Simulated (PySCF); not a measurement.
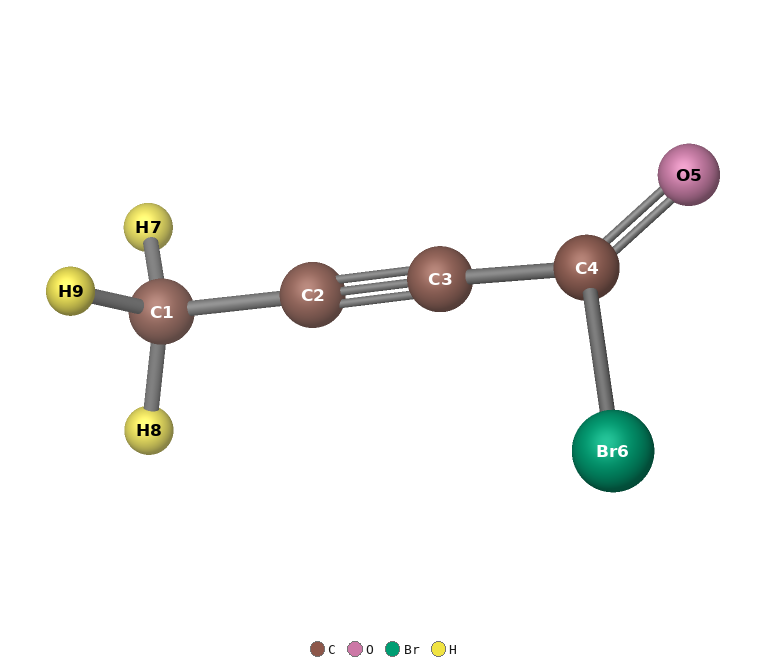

Computed geometry: GFN2-xTB optimisation. No frequency run is at hand to confirm it as a minimum. Level of theory: B3LYP/pcJ-1 (pcSseg-1 on Br) indirect spin-spin coupling, non-relativistic, gas phase (PySCF 2.14.0). Isotopes: 13C, 1H, 17O.

Give the spin–spin coupling constants of these pairs, with the number of bonds between them: C1/H9, C1/H7, C3/C4, C1/C3, C2/C4, C3/O5, H7/H9, H7/H8, H8/H9, C3/H7.

| pair | bonds apart | J (Hz) |
| --- | --- | --- |
| C1, H9 | 1 | 138.1 |
| C1, H7 | 1 | 141.3 |
| C3, C4 | 1 | 154.1 |
| C1, C3 | 2 | 11.8 |
| C2, C4 | 2 | 22.5 |
| C3, O5 | 2 | 1.4 |
| H7, H9 | 2 | −17.9 |
| H7, H8 | 2 | −16.7 |
| H8, H9 | 2 | −19.8 |
| C3, H7 | 3 | 5.1 |

The geometry is semi-empirical. Around Br such bond lengths and angles can be off by a tenth of an ångström or more and by several degrees, and values that hang on the shape move with them.
